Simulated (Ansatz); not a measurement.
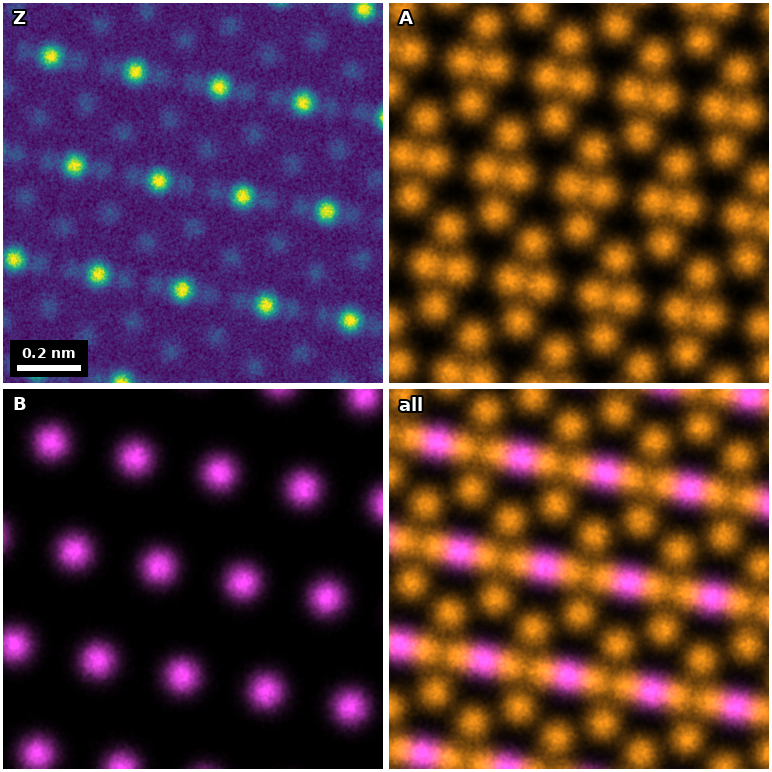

TiO2 (P4_2/mnm, No. 136) along [111]. Panel Z: Simulation: incoherent imaging, intensity Z^1.6 per atom, probe width 0.50 Å, thin sample. The display is stretched by a gamma of 0.65; percentages refer to the linear signal. Shot noise was added. The other panels are simulated element maps (the number of atoms of one element along the beam, blurred by 0.9 Å, with counting noise; each on its own scale, no channelling); the last overlays them. Structure used: the input geometry of an electronic-structure calculation (not necessarily at equilibrium).

```cif
data_structure
_symmetry_space_group_name_H-M 'P4_2/mnm'
_symmetry_Int_Tables_number 136
_cell_length_a 4.6030
_cell_length_b 4.6030
_cell_length_c 2.9660
_cell_angle_alpha 90.000
_cell_angle_beta 90.000
_cell_angle_gamma 90.000
_cell_volume 62.84
loop_
_atom_site_label
_atom_site_type_symbol
_atom_site_symmetry_multiplicity
_atom_site_Wyckoff_symbol
_atom_site_fract_x
_atom_site_fract_y
_atom_site_fract_z
_atom_site_occupancy
Ti1 Ti 2 a 0.00000 0.00000 0.00000 1
O1 O 4 f 0.30450 0.30450 0.00000 1
```

Which element does each lettered map show?

A: O, B: Ti. The projected cell (2.70 × 3.52 Å, 113°) holds 5 columns: 4 of O and 1 of Ti. No column is shared by two of the mapped elements.
